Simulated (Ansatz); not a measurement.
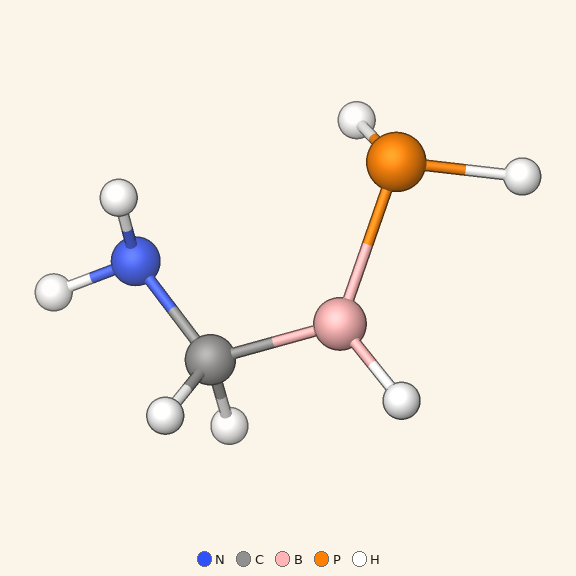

Ball-and-stick drawing of a structure. Every bond is drawn as one stick, whatever its order.

Identify the structure.

It has 11 atoms: 1 carbon, 7 hydrogen, 1 boron, 1 nitrogen and 1 phosphorus (CH₇BNP). As SMILES it reads `NCBP`. It has no ring. Among its groups: primary amine, B–H bond. The point group is C1. Coordination: 1 N trigonal pyramidal; 1 C tetrahedral; 1 B trigonal planar; 1 P trigonal pyramidal.

The parts below concern this one geometry. Atoms keep their numbers from picture to picture. The computed structure is the end point of a PBE0-D4/def2-TZVP optimisation.

## Shape

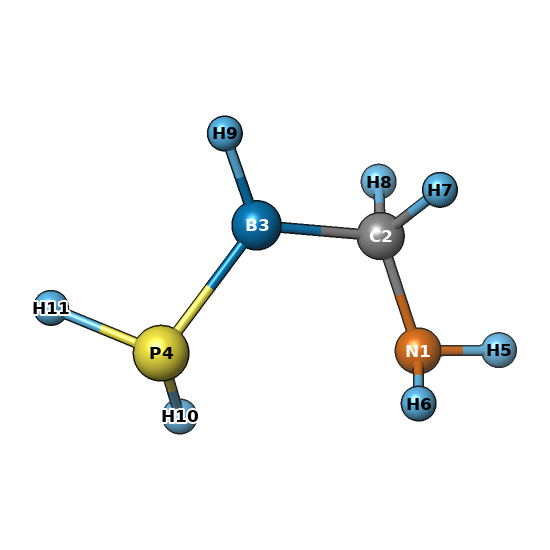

Atoms carry their numbers in the input.

Which atoms are bonded, and how long are the bonds?

```tsv
bond	length (Å)	order
N1–C2	1.454	single
N1–H5	1.012	single
N1–H6	1.012	single
C2–B3	1.558	single
C2–H7	1.106	single
C2–H8	1.103	single
B3–P4	1.876	single
B3–H9	1.198	single
P4–H10	1.412	single
P4–H11	1.411	single
```

## Levels of theory compared

Program: Ansatz 0.2.0.

Compare dipole (D), HOMO–LUMO gap (eV) at these levels: B3LYP-D4/def2-TZVPP; PBE-D4/def2-TZVPP; r2SCAN-D4/def2-TZVPP; ωB97M-V/def2-TZVPP.

```csv
level,dipole (D),HOMO–LUMO gap (eV)
B3LYP-D4/def2-TZVPP,1.28,5.29
PBE-D4/def2-TZVPP,1.27,3.35
r2SCAN-D4/def2-TZVPP,1.30,3.94
ωB97M-V/def2-TZVPP,1.32,9.97
```

## Charges

The questions are on Mulliken charges. Properties computed with RKS ωB97M-V/def2-TZVPP (Ansatz 0.2.0).

List the Mulliken charges.

| atom | value (e) |
| --- | --- |
| N1 | −0.31 |
| C2 | −0.09 |
| B3 | −0.07 |
| P4 | −0.18 |
| H5 | 0.10 |
| H6 | 0.11 |
| H7 | 0.11 |
| H8 | 0.10 |
| H9 | 0.09 |
| H10 | 0.08 |
| H11 | 0.05 |

## Thermal motion

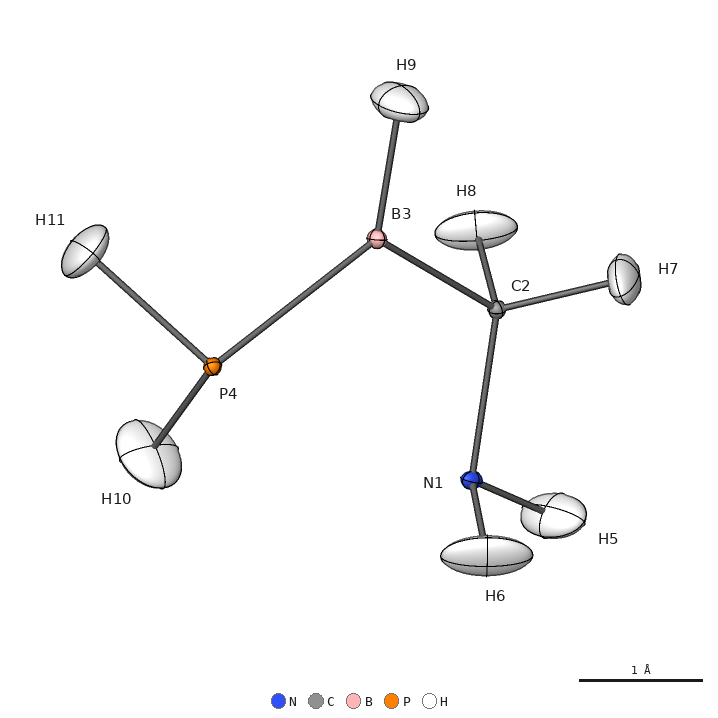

Displacement ellipsoids at the 50 % level, from the internal vibrations of the free molecule (harmonic, no overall translation or rotation; no half-axis is drawn under 0.075 Å). Vibrations computed with RKS PBE0-D4/def2-TZVP (Ansatz 0.2.0). Temperature: 100 K.

**Which atom has the largest mean-square displacement?**

H10, with U_eq = 0.0280 Å².

**Does H6 move more along its bond or across it?**

Across it: the root-mean-square amplitude is 0.081 Å along the bond and up to 0.241 Å across, since bending and torsion are softer than stretching.

Give the displacement parameters, one line for each set of equivalent atoms.

```
atom  U_eq (Å²)   rms amplitudes (Å)
  N1     0.0025  0.028, 0.037, 0.072
  C2     0.0016  0.031, 0.042, 0.046
  B3     0.0026  0.037, 0.052, 0.061
  P4    0.00081  0.017, 0.017, 0.043
  H5     0.0231  0.088, 0.134, 0.209
  H6     0.0276  0.076, 0.139, 0.241
  H7     0.0225  0.082, 0.117, 0.216
  H8     0.0227  0.082, 0.121, 0.216
  H9     0.0201  0.092, 0.134, 0.184
 H10     0.0280  0.084, 0.178, 0.213
 H11     0.0258  0.087, 0.164, 0.207
```

Mulliken values depend strongly on the basis set and can even reverse the polarity of a bond.
